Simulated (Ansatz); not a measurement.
One crystal and one scan (scan of one atom of the cell) at two levels, PBE-D3(BJ) (plane waves to 420 eV, PAW, scalar-relativistic; Ansatz, a program for electronic structure) and r2SCAN+rVV10 (plane waves to 500 eV, PAW, scalar-relativistic; Ansatz), each from its own relaxed cell and on its own mesh. The cell shown is that of PBE-D3(BJ).

Starting cell, C (graphite type, space group P6_3/mmc):

```yaml
crystal:
  lattice:
    - [2.46498, 0.00000, 0.00000]
    - [-1.23249, 2.13473, 0.00000]
    - [0.00000, 0.00000, 6.72886]
  atoms:
    - { symbol: C, position: [0.00000, 0.00000, 0.25000] }
    - { symbol: C, position: [0.00000, 0.00000, 0.75000] }
    - { symbol: C, position: [0.33333, 0.66667, 0.25000] }
    - { symbol: C, position: [0.66667, 0.33333, 0.75000] }
```

In this cell atom 2 (C, nearest neighbour C at 1.423 Å; its periodic images, 2.5 Å or more away, move with it) is moved by s along Cartesian z, unit vector (0.000, 0.000, 1.000); all other atoms and the cell stay fixed.

The energy includes the smearing's −TS. C was relaxed with its symmetry unable to fall. The PAW data are Ansatz's earlier set. With partly filled bands, energies and forces of such displacements shift with the k mesh and the smearing. Percentages come from the unrounded values. Both scans cover s from -0.140 to 0.140 Å.

```
quantity                                                          PBE-D3(BJ)  r2SCAN+rVV10  PBE-D3(BJ) − r2SCAN+rVV10
----------------------------------------------------------------  ----------  ------------  -------------------------
Lattice constant a (Å)                                                 2.465         2.455            +0.010 (+0.4 %)
Lattice constant c (Å)                                                 6.729         6.670            +0.059 (+0.9 %)
Relaxed volume (Å³/atom)                                                8.85          8.71             +0.14 (+1.7 %)
Energy at s = 0.140 Å (meV/cell)                                         164           170                  -6 (-4 %)
Force along the line at s = -0.140 Å (eV/Å)                            2.345         2.435            -0.090 (-3.7 %)
Force constant k = d²E/ds² at s = 0 (finite differences) (eV/Å²)       16.64         17.25             -0.61 (-3.6 %)
```

PBE-D3(BJ) gives the higher value for: lattice constant a; lattice constant c; relaxed volume. PBE-D3(BJ) gives the lower value for: energy at s = 0.140 Å; force along the line at s = -0.140 Å; force constant k = d²E/ds² at s = 0. Both give the same symmetry of the curve: even: the same for both signs. Neither level is exact: the differences show how much the result hangs on the functional.

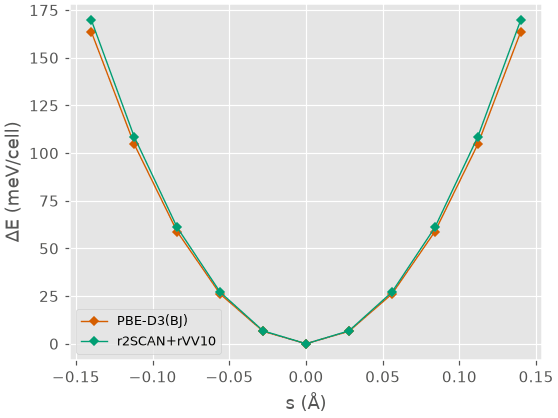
Figure: ΔE, each from the undisplaced structure of its own level.

(For displaced atoms, the force is minus the slope of the energy, and its curvature is a force constant, which sets phonon frequencies.)
